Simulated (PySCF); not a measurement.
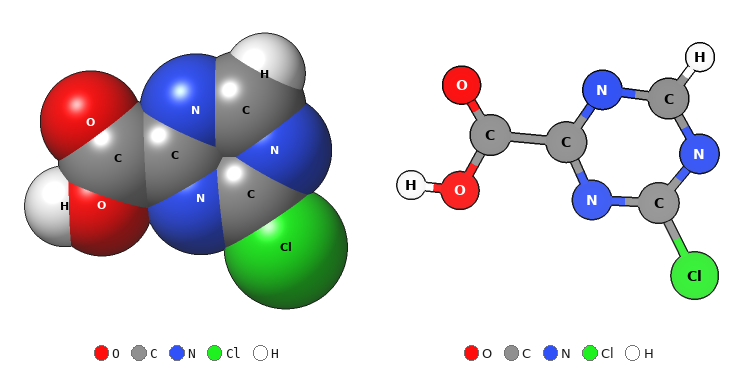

The same structure drawn twice, from different directions.

The computed structure is the end point of a GFN2-xTB optimisation. No frequency run is at hand to confirm it as a minimum.

What does the picture show?

It has 12 atoms: 4 carbon, 2 hydrogen, 1 chlorine, 3 nitrogen and 2 oxygen (C4H2ClN3O2). As SMILES it reads `O=C(O)c1ncnc(Cl)n1`. Independent rings (smallest set): 1 of 6 members, 1 of them aromatic. Among its groups: carboxylic acid, C–Cl bond. The point group is Cs. All atoms lie on one plane. Coordination: 4 C trigonal planar; 1 O bent; 3 N bent.

More results for the same structure follow; atom numbers are the same in all pictures, views and colours differ.

**NMR shielding**

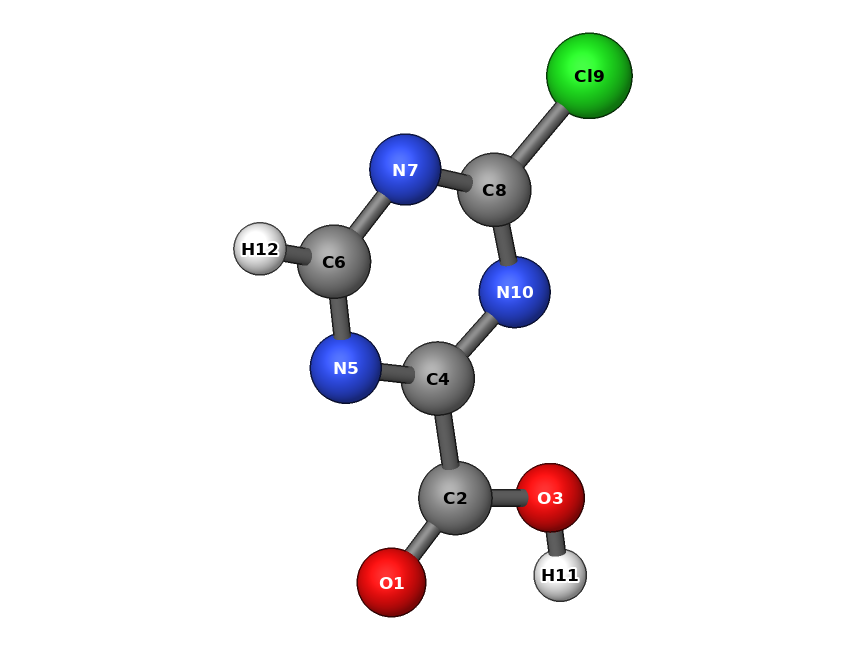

No frequency run is at hand to confirm it as a minimum. Level of theory: GIAO PBE0/pcSseg-1 NMR shielding, non-relativistic, gas phase (PySCF 2.14.0). Principal shieldings σ11 ≤ σ22 ≤ σ33, span Ω = σ33 − σ11, skew κ = 3(σiso − σ22)/Ω.

Question: Which N atom has the most anisotropic shielding?

Answer: N5, with a span of 580 ppm.

Give the shielding tensors of the N atoms.

| atom | σ11 | σ22 | σ33 | σiso | Ω | κ |
| --- | --- | --- | --- | --- | --- | --- |
| N5 | −290.8 | −148.0 | 289.7 | −49.7 | 580.5 | 0.51 |
| N7 | −273.6 | −149.1 | 243.1 | −59.9 | 516.7 | 0.52 |
| N10 | −267.6 | −133.1 | 235.5 | −55.1 | 503.1 | 0.47 |

Shieldings and span in ppm.

**Electronic properties**

No frequency run is at hand to confirm it as a minimum. Properties computed with PBE0/pcSseg-1, gas phase (PySCF 2.14.0).

Question: Give the LUMO energy (Kohn–Sham orbital) at this level.

Answer: −2.89 eV.

Question: Estimate the HOMO energy (Kohn–Sham orbital).

Answer: −8.41 eV.

Question: What is the dipole moment?

Answer: 0.74 D.

**Ring current**

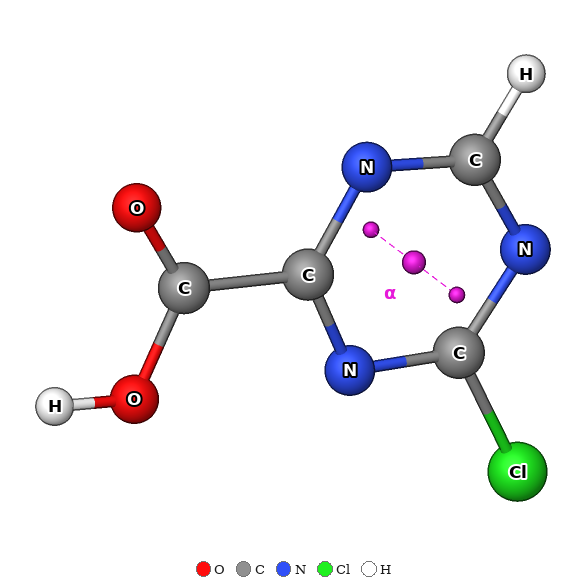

The small points mark where nucleus-independent chemical shifts (NICS) were computed: at the centre of each lettered ring and 1 Å above and below it. No frequency run is at hand to confirm it as a minimum. Properties computed with GIAO PBE0/pcSseg-1 NMR shielding, non-relativistic, gas phase (PySCF 2.14.0).

Give NICS(0), NICS(1) and the out-of-plane component NICS(1)zz for each ring (means of the two sides).

```json
{"ring": "α", "members": "C3N3", "NICS(0)": "−5.7", "NICS(1)": "−10.3", "NICS(1)zz": "−24.0"}
```

Values in ppm.

Question: What do the values say about the ring currents?

Answer: Ring α: diatropic, as in an aromatic ring. NICS is one index among several.
